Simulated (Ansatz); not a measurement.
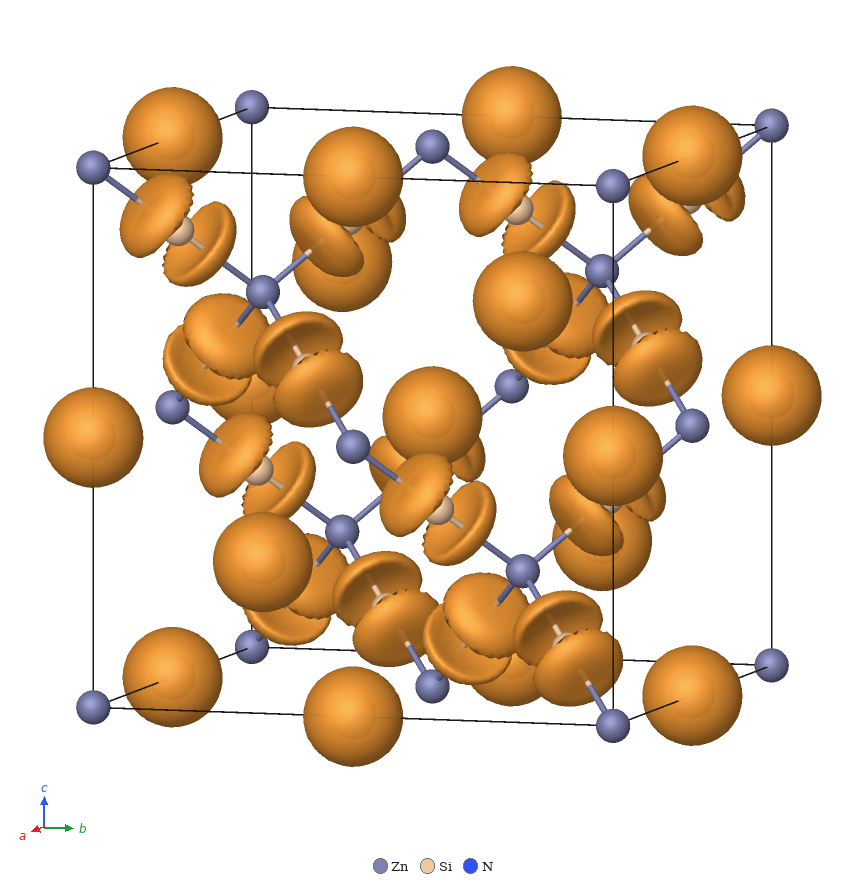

Figure. ZnSi₂N. Isosurface of the electron localisation function at 0.8 (orange), seen slightly off an axis. Only the valence region is drawn (cores and ρ < 0.01 e/Å³ removed). Sticks mark near contacts.

Space group Fd-3m; a structure generated by program, which may or may not match a known phase; spin-polarised.

These are results of Ansatz 0.2.0, DFT PBE, scalar-relativistic, plane waves, PAW, not measurements.

```yaml
crystal:
  lattice:
    - [10.57528, 0.00000, 0.00000]
    - [0.00000, 10.57528, 0.00000]
    - [0.00000, 0.00000, 10.57528]
  atoms:
    - { symbol: Zn, position: [0.00000, 0.00000, 0.00000] }
    - { symbol: Zn, position: [0.50000, 0.50000, 0.00000] }
    - { symbol: Zn, position: [0.50000, 0.00000, 0.50000] }
    - { symbol: Zn, position: [0.00000, 0.50000, 0.50000] }
    - { symbol: Zn, position: [0.25000, 0.25000, 0.25000] }
    - { symbol: Zn, position: [0.75000, 0.75000, 0.25000] }
    - { symbol: Zn, position: [0.75000, 0.25000, 0.75000] }
    - { symbol: Zn, position: [0.25000, 0.75000, 0.75000] }
    - { symbol: Si, position: [0.12500, 0.12500, 0.12500] }
    - { symbol: Si, position: [0.62500, 0.62500, 0.12500] }
    - { symbol: Si, position: [0.62500, 0.12500, 0.62500] }
    - { symbol: Si, position: [0.12500, 0.62500, 0.62500] }
    - { symbol: Si, position: [0.37500, 0.37500, 0.12500] }
    - { symbol: Si, position: [0.87500, 0.87500, 0.12500] }
    - { symbol: Si, position: [0.87500, 0.37500, 0.62500] }
    - { symbol: Si, position: [0.37500, 0.87500, 0.62500] }
    - { symbol: Si, position: [0.37500, 0.12500, 0.37500] }
    - { symbol: Si, position: [0.87500, 0.62500, 0.37500] }
    - { symbol: Si, position: [0.87500, 0.12500, 0.87500] }
    - { symbol: Si, position: [0.37500, 0.62500, 0.87500] }
    - { symbol: Si, position: [0.12500, 0.37500, 0.37500] }
    - { symbol: Si, position: [0.62500, 0.87500, 0.37500] }
    - { symbol: Si, position: [0.62500, 0.37500, 0.87500] }
    - { symbol: Si, position: [0.12500, 0.87500, 0.87500] }
    - { symbol: N, position: [0.75000, 0.25000, 0.25000] }
    - { symbol: N, position: [0.25000, 0.75000, 0.25000] }
    - { symbol: N, position: [0.25000, 0.25000, 0.75000] }
    - { symbol: N, position: [0.75000, 0.75000, 0.75000] }
    - { symbol: N, position: [0.50000, 0.00000, 0.00000] }
    - { symbol: N, position: [0.00000, 0.50000, 0.00000] }
    - { symbol: N, position: [0.00000, 0.00000, 0.50000] }
    - { symbol: N, position: [0.50000, 0.50000, 0.50000] }
```

Q: Describe the localisation domains.

A: The surface consists of 32 lobes of the valence shell of Si pointing towards Zn (polar bonds) and eight regions wrapped around N (the valence shell of each), counted in one cell of 32 atoms. Regions shared between cells count once. Profiles from the grid: Zn–Si (2.29 Å): the ELF peaks at about 0.90 in the valence shell of Si, 0.8 Å from its nucleus, and is about 0.60 at the midpoint. Si–N (4.38 Å): the ELF is about 0.05 at the midpoint: no localised pair shows between them.
